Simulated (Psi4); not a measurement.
**PBE/aug-cc-pVDZ run of [NO3]− (nitrate)**

Aim: the vertical ionisation energy of [NO3]− (nitrate) at PBE/aug-cc-pVDZ, from 2 runs. 

Program for the calculation: Psi4 1.11.

2 further runs of the same task are left out: 2 set aside as unsound or not needed.

### Step 1. The structure to begin with

[NO3]−: 4 atoms, total charge -1, spin state singlet. SMILES: `O=[N+]([O-])[O-]`. Geometry: relaxed at PBE0-D4/def2-TZVPD.

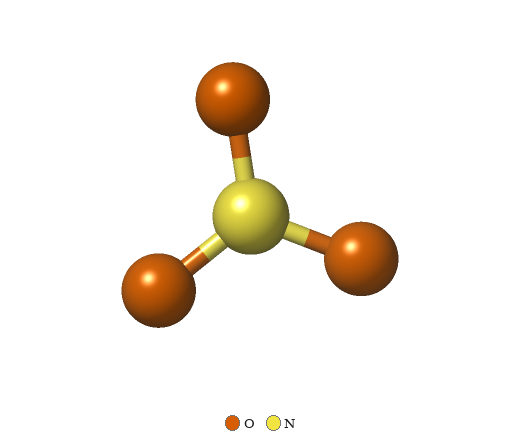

Viewed from a chosen angle; oxygen orange, nitrogen yellow.

### Step 2. Energy and gradient at PBE/aug-cc-pVDZ

Input file job.dat:

```
memory 2200 mb

molecule m {
  -1 1
  O      0.56034159     0.99029208     2.06269276
  N      0.00000000     0.00000000     0.00000000
  O      0.88900276    -2.10394548    -0.57659324
  O     -1.44932545     1.11367230    -1.48611842
  units au
  symmetry c1
}

set basis aug-cc-pVDZ
set puream true
set e_convergence 1e-09
set d_convergence 1e-08
set scf_type pk
set dft_radial_points 99
set dft_spherical_points 590

e, wfn = gradient('pbe', return_wfn=True)
print_variables()
```

Command:

```bash
$ psi4 job.dat job.out -n 1
```

job.out:

```text
[...]
  Running in c1 symmetry.
[...]
  Nuclear repulsion =  118.372543400070526
[...]
  Multiplicity = 1
[...]
  Nalpha       = 16
  Nbeta        = 16
[...]
    Number of basis functions: 92
[...]
   @RKS iter   1:  -279.85920568457817    1.62816e-02   9.56520e-03 ADIIS/DIIS
[...]
   @RKS iter  10:  -280.15931203969882   -7.38396e-11   5.61818e-09 DIIS
[...]
    Orbital Energies [Eh]
    ---------------------
    Doubly Occupied:
       1A    -18.560197     2A    -18.560197     3A    -18.560197
       4A    -14.023765     5A     -0.938826     6A     -0.728274
       7A     -0.728273     8A     -0.323031     9A     -0.275712
      10A     -0.245311    11A     -0.245311    12A     -0.057521
      13A     -0.057520    14A     -0.046519    15A     -0.046519
      16A      0.019063
[...]
  @RKS Final Energy:  -280.15931203969882
   => Energetics <=
    Nuclear Repulsion Energy =            118.3725434000705263
    One-Electron Energy =                -627.0692768245885418
    Two-Electron Energy =                 261.0865011280692443
    DFT Exchange-Correlation Energy =     -32.5490797432500472
    Empirical Dispersion Energy =           0.0000000000000000
    VV10 Nonlocal Energy =                  0.0000000000000000
    Total Energy =                       -280.1593120396988184
[...]
 Multipole Moments:
 ------------------------------------------------------------------------------------
     Multipole            Electronic (a.u.)      Nuclear  (a.u.)        Total (a.u.)
 ------------------------------------------------------------------------------------
 L = 1.  Multiply by 2.5417464519 to convert [e a0] to [Debye]
 Dipole X            :         -0.0000023            0.0000000           -0.0000023
 Dipole Y            :          0.0000007            0.0000000            0.0000008
 Dipole Z            :          0.0000025           -0.0000000            0.0000025
 Magnitude           :                                                    0.0000035
[...]
  -Total Gradient:
     Atom            X                  Y                   Z
    ------   -----------------  -----------------  -----------------
       1       -0.008748635461    -0.015465503114    -0.032211575949
       2       -0.000002398599    -0.000000455277     0.000001326341
       3       -0.013885758794     0.032859284116     0.009000239601
       4        0.022637633918    -0.017393831211     0.023211017047
[...]
```

It took 40 s on 1 thread of Intel Xeon at 2.50GHz (Skylake/Cascade Lake), shared host; peak memory 0.94 GiB.

### Step 3. Doublet neutral NO3: a single-point energy at UPBE/aug-cc-pVDZ

Input file calc.py:

```python
import psi4

psi4.set_memory('2200 MB')
psi4.set_num_threads(1)
psi4.core.set_output_file('no3.out', False)

molecule = psi4.geometry("""
0 2
O
N 1 1.246587
O 2 1.246588 1 120.00031
O 2 1.246587 1 119.99979 3 -179.99912
units angstrom
symmetry c1
no_reorient
no_com
""")

options = {'basis': 'aug-cc-pVDZ', 'reference': 'uks', 'puream': True, 'e_convergence': 1e-09, 'd_convergence': 1e-08, 'scf_type': 'pk', 'dft_radial_points': 99, 'dft_spherical_points': 590, 'maxiter': 100}
psi4.set_options(options)

E = psi4.energy('pbe')
print(f'total energy {E:.8f} hartree = {E * 27.211386:.5f} eV')
for k, v in sorted(psi4.core.scalar_variables().items()):
    print(f'{k:45s} {v:18.10f}')
```

Command:

```bash
$ python calc.py
```

no3.out:

```text
[...]
  Running in c1 symmetry.
[...]
  Nuclear repulsion =  118.372554905080776
[...]
  Multiplicity = 2
[...]
  Nalpha       = 16
  Nbeta        = 15
[...]
    Number of basis functions: 92
[...]
   @UKS iter   1:  -279.91598573304810   -4.04979e-02   6.32043e-03 ADIIS/DIIS
[...]
   @UKS iter  12:  -280.03580900752593   -5.11591e-13   9.14720e-10 DIIS
[...]
   @S^2 Observed:                7.525272544E-01
[...]
    Orbital Energies [Eh]
    ---------------------
    Alpha Occupied:
       1A    -18.895868     2A    -18.895868     3A    -18.895866
       4A    -14.321857     5A     -1.250524     6A     -1.046732
       7A     -1.046731     8A     -0.627057     9A     -0.569098
      10A     -0.550898    11A     -0.550897    12A     -0.380288
      13A     -0.380287    14A     -0.347467    15A     -0.347467
      16A     -0.315912
    Alpha Virtual:
      17A     -0.142184    18A     -0.008473    19A      0.050594
      20A      0.050594    21A      0.067593    22A      0.090742
      23A      0.114946    24A      0.114946    25A      0.132116
[...]
  @UKS Final Energy:  -280.03580900752593
   => Energetics <=
    Nuclear Repulsion Energy =            118.3725549050807757
    One-Electron Energy =                -617.4959678267816798
    Two-Electron Energy =                 251.2644697845257724
    DFT Exchange-Correlation Energy =     -32.1768658703507811
    Empirical Dispersion Energy =           0.0000000000000000
    VV10 Nonlocal Energy =                  0.0000000000000000
    Total Energy =                       -280.0358090075259270
[...]
 Multipole Moments:
 ------------------------------------------------------------------------------------
     Multipole            Electronic (a.u.)      Nuclear  (a.u.)        Total (a.u.)
 ------------------------------------------------------------------------------------
 L = 1.  Multiply by 2.5417464519 to convert [e a0] to [Debye]
 Dipole X            :          0.0000029           -0.0000000            0.0000029
 Dipole Y            :          0.0000012            0.0000000            0.0000012
 Dipole Z            :         -0.0000001            0.0000000           -0.0000001
 Magnitude           :                                                    0.0000031
[...]
```

Standard output:

```text
total energy -280.03580901 hartree = -7620.16249 eV
CURRENT ENERGY                                   -280.0358090075
CURRENT REFERENCE ENERGY                         -280.0358090075
DD SOLVATION ENERGY                                 0.0000000000
DFT FUNCTIONAL TOTAL ENERGY                      -280.0358090075
DFT TOTAL ENERGY                                 -280.0358090075
DFT VV10 ENERGY                                     0.0000000000
DFT XC ENERGY                                     -32.1768658704
GRID ELECTRONS ALPHA                               16.0000000530
GRID ELECTRONS BETA                                15.0000000392
GRID ELECTRONS TOTAL                               31.0000000921
NUCLEAR REPULSION ENERGY                          118.3725549051
ONE-ELECTRON ENERGY                              -617.4959678268
PCM POLARIZATION ENERGY                             0.0000000000
PE ENERGY                                           0.0000000000
SCF ITERATION ENERGY                             -280.0358090075
SCF ITERATIONS                                     12.0000000000
SCF TOTAL ENERGY                                 -280.0358090075
TWO-ELECTRON ENERGY                               251.2644697845
XC GRID RADIAL POINTS                              99.0000000000
XC GRID SPHERICAL POINTS                          590.0000000000
XC GRID TOTAL POINTS                           228393.0000000000
```

Run time: 37 s. Hardware: 1 thread of Intel Xeon at 2.50GHz (Skylake/Cascade Lake), shared host; peak memory 0.94 GiB.

### Step 4. Summary of results

Level: PBE/aug-cc-pVDZ.

| quantity | value |
| --- | --- |
| singlet [NO3]−: total energy | -280.15931 Eh |
| singlet [NO3]−: HOMO energy | 0.52 eV |
| singlet [NO3]−: LUMO energy | 4.02 eV |
| singlet [NO3]−: HOMO–LUMO gap (to an unbound level, set by the basis) | 3.50 eV |
| singlet [NO3]−: largest force on an atom | 1.892 eV/Å |
| doublet neutral NO3: total energy | -280.03581 Eh |
| doublet neutral NO3: dipole moment | 0.00 D |
| doublet neutral NO3: HOMO energy (highest over α and β) | -8.60 eV |
| doublet neutral NO3: LUMO energy (lowest over α and β) | -7.36 eV |
| doublet neutral NO3: ⟨S²⟩ | 0.753 |
| vertical detachment energy (to the doublet neutral) | 3.361 eV |

**Reading.** The vertical ionisation energy comes to 3.36 eV (324 kJ/mol). The largest force (singlet [NO3]−) is 1.89 eV/Å: the shape isn't a stationary point for this species at this level. −ε(HOMO) before ionisation, -0.52 eV, is 3.88 eV below this ionisation energy. The HOMO (singlet [NO3]−) lies at positive energy, 0.52 eV, as semi-local functionals often give for anions; only total energies tell whether the electron is bound.
